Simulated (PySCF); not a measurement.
SMILES [OH][Al]([Cl])[O][SiH3] (H4AlClO2Si), singlet at its PBE0/def2-SVP optimised geometry (Å):

```
9

Al     1.3300    -0.0892    -0.1583
Cl     2.0149    -1.8501    -1.0382
O      2.4979     1.0069     0.3710
H      2.3230     1.8501     0.7909
O     -0.3230     0.1933     0.0000
Si    -1.9726     0.1933     0.0000
H     -2.4740     1.6007     0.0000
H     -2.4847    -0.5005     1.2200
H     -2.4979    -0.5040    -1.2125
```

Method: PySCF with PBE0/def2-TZVP. Cells within 0.4 Å of a nucleus heavier than hydrogen are left out (blank, or x).

Map of the log10 of the electron density (e/bohr³), floored at −4 on the plane z = 0.6 Å:

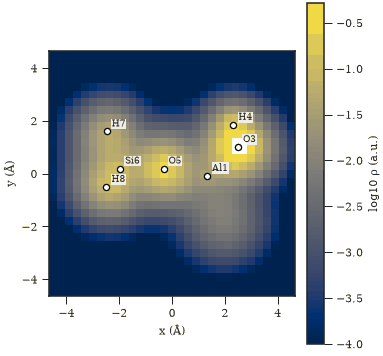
*Log10 of the electron density (e/bohr³), floored at −4 on the plane z = 0.6 Å.*
